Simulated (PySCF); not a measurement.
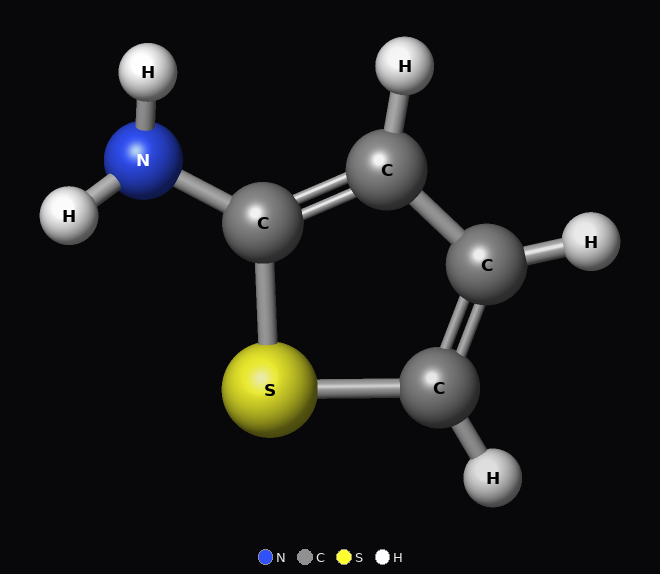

The picture shows a molecular structure as a ball-and-stick model. Double and triple bonds are drawn as two and three sticks.

Computed geometry: PBE0-D3(BJ)/def2-SVP optimisation. No frequency run is at hand to confirm it as a minimum.

Question: Give the formula.

Answer: C₄H₅NS, 11 atoms: 4 carbon, 5 hydrogen, 1 nitrogen and 1 sulfur.

Question: What is its SMILES?

Answer: Nc1cccs1

The parts below concern this one geometry. Atoms keep their numbers from picture to picture.

### Shape

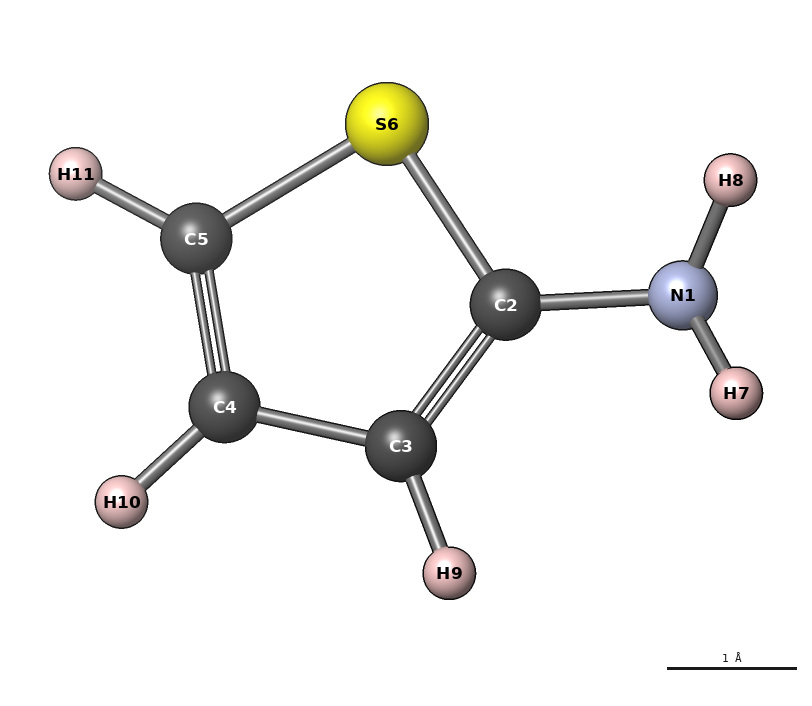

Atoms carry their numbers in the input. No frequency run is at hand to confirm it as a minimum.

Give these bond angles: N1–C2–C3, N1–C2–S6, C2–N1–H7, C2–N1–H8, C2–C3–C4, C2–C3–H9, C2–S6–C5, C3–C2–S6, C3–C4–H10, C4–C3–H9, C4–C5–H11, S6–C5–H11.

| angle | degrees |
| --- | --- |
| N1–C2–C3 | 128.7 |
| N1–C2–S6 | 120.2 |
| C2–N1–H7 | 113.8 |
| C2–N1–H8 | 115.4 |
| C2–C3–C4 | 112.5 |
| C2–C3–H9 | 123.1 |
| C2–S6–C5 | 92.0 |
| C3–C2–S6 | 110.9 |
| C3–C4–H10 | 123.6 |
| C4–C3–H9 | 124.4 |
| C4–C5–H11 | 129.1 |
| S6–C5–H11 | 119.8 |

### Ring current

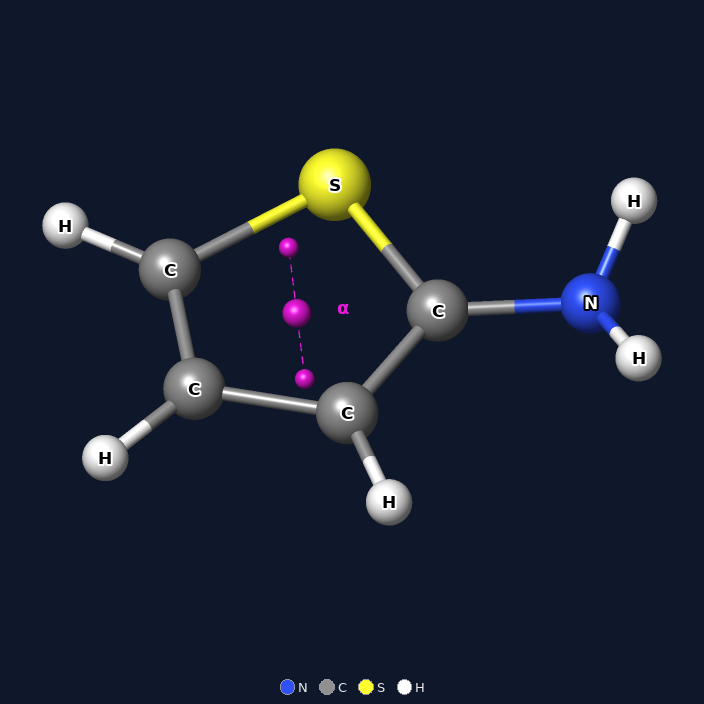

The small points mark where nucleus-independent chemical shifts (NICS) were computed: at the centre of each lettered ring and 1 Å above and below it. No frequency run is at hand to confirm it as a minimum. Properties computed with GIAO ωB97X-D/pcSseg-2 NMR shielding, non-relativistic, gas phase (PySCF 2.14.0).

Give NICS(0), NICS(1) and the out-of-plane component NICS(1)zz for each ring (means of the two sides).

```csv
ring,members,NICS(0),NICS(1),NICS(1)zz
α,C4S,−11.3,−7.8,−21.6
```

Values in ppm.

Question: What do the values say about the ring currents?

Answer: Ring α: diatropic, as in an aromatic ring. NICS is one index among several.

### Dipole moment

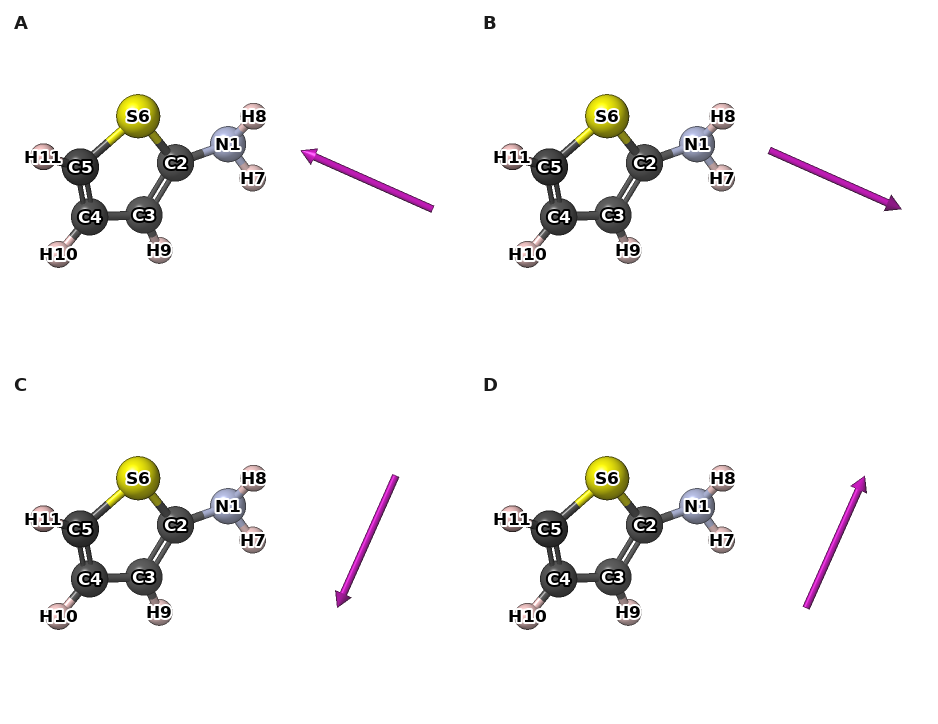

The same molecule four times, each with an arrow. No frequency run is at hand to confirm it as a minimum. Level of theory: BHandHLYP/pcSseg-2, gas phase (PySCF 2.14.0).

Question: Which arrow points along the dipole moment, from the negative to the positive end?

Answer: B. The dipole moment is 1.67 D; it points from the side of H11 to the side of H7 (the outermost atoms at the two ends).

### NMR shielding

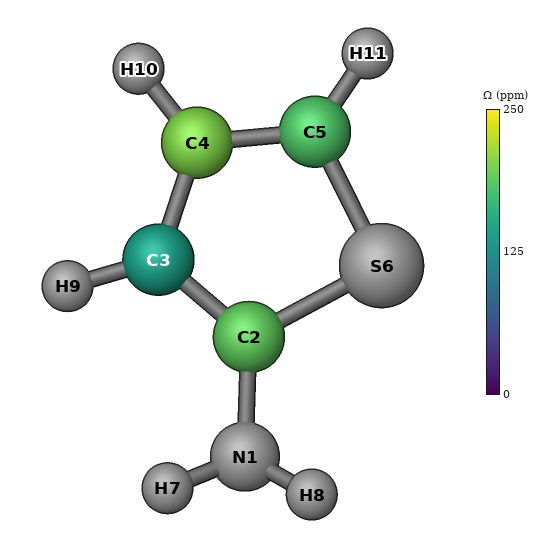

The C atoms are coloured by the span of their shielding tensor. No frequency run is at hand to confirm it as a minimum. Level of theory: GIAO LC-wPBE/pcSseg-2 NMR shielding, non-relativistic, gas phase (PySCF 2.14.0). Principal shieldings σ11 ≤ σ22 ≤ σ33, span Ω = σ33 − σ11, skew κ = 3(σiso − σ22)/Ω.

Give the shielding tensors of the C atoms.

```tsv
atom	σ11	σ22	σ33	σiso	Ω	κ
C2	−76.6	2.8	113.8	13.3	190.4	0.17
C3	4.5	71.9	146.3	74.2	141.8	0.05
C4	−51.0	37.1	151.8	46.0	202.8	0.13
C5	−38.7	82.9	143.3	62.5	182.0	−0.34
```

Shieldings and span in ppm.
